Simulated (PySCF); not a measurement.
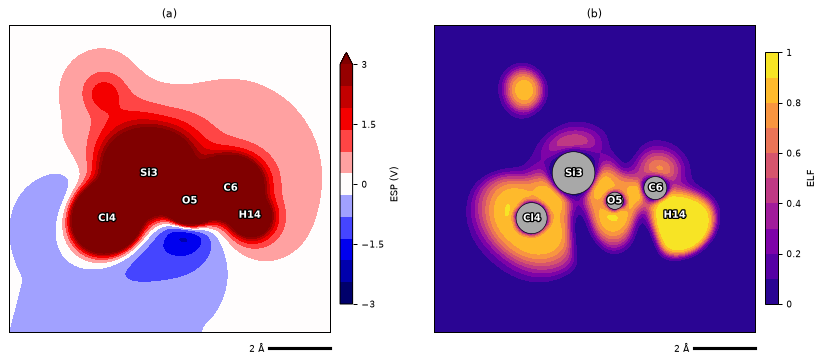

*C4H13ClOSi2. (a) molecular electrostatic potential; (b) ELF on the plane of atoms O5, C6 and H14. Grey discs cover the atomic cores in the ELF map.*

Geometry: GFN2-xTB.

Computed with PBE0/pcSseg-1, SCF density, gas phase, non-relativistic in PySCF.

The calculation's input:

```
{"job": {"kind": "nmr", "xc": "PBE0", "basis": "pcSseg-1"}, "charge": 0, "multiplicity": 1}
C     -1.442172    -1.976630     0.738646
C     -1.754205    -0.565555     0.249738
Si    -0.292945     0.247409    -0.690326
Cl    -0.113962    -0.693589    -2.471632
O     -0.726832     1.729745    -1.224538
C     -0.951287     2.890133    -0.484221
Si     1.656674     0.305820     0.562677
C      2.730683    -1.225640     0.242419
H     -0.606423    -1.964792     1.435648
H     -1.178163    -2.617416    -0.099169
H     -2.302569    -2.411067     1.244086
H     -2.634271    -0.602496    -0.397973
H     -2.030228     0.050917     1.108901
H     -1.175316     3.694822    -1.184431
H     -1.795704     2.758986     0.195825
H     -0.066137     3.152187     0.100631
H      1.346600     0.369882     2.004739
H      2.471871     1.507239     0.305079
H      2.191827    -2.141017     0.471103
H      3.031353    -1.279105    -0.800308
H      3.632286    -1.212891     0.847337
```

Command:

```sh
OMP_NUM_THREADS=1 python probes_run.py task.json out
```

**What does the map show?**

The section cuts through Si, Cl, O, C and H sites.
C–O (1.39 Å): the ELF peaks at about 0.90 between the atoms (a shared but strongly polarised pair).
Si–O (1.63 Å): the ELF peaks at about 0.85 between the atoms (a polar covalent bond).
Si–Cl (2.02 Å): the ELF peaks at about 0.90 between the atoms; a shared but strongly polarised pair.
C–H (1.09 Å): the ELF climbs to about 1 towards the hydrogen, as it does in any bond to H: an ordinary covalent bond to hydrogen.
The ELF also peaks beside Cl4 and O5, away from the bonds: lone-pair regions.
Outside the dense part of the molecule the potential is most negative (−2.0 V) near O5.
